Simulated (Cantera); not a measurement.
Input: 1 mol BN, 8.1 mol H₂O, 8.6 mol NF₃, at 43.0 Pa.

These are equilibrium values from Cantera (NASA tables, ideal gas, pure condensed phases), not measurements of a reactor. Candidate condensed phases: B, BN, B₂O₃, B₃O₃H₃, H₂O; 62 gas species. Equilibrium is a limit: real reactors are often held back by kinetics, nucleation or transport.

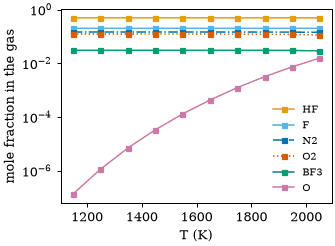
Figure. Equilibrium gas composition (values under 1e-9 drawn at 1e-9)

Q: Read off the mole fractions at 1148 K.

A: HF about 0.50, F about 0.20, N₂ about 0.15, O₂ about 0.12, BF₃ about 0.031, O about 1.3e-7.
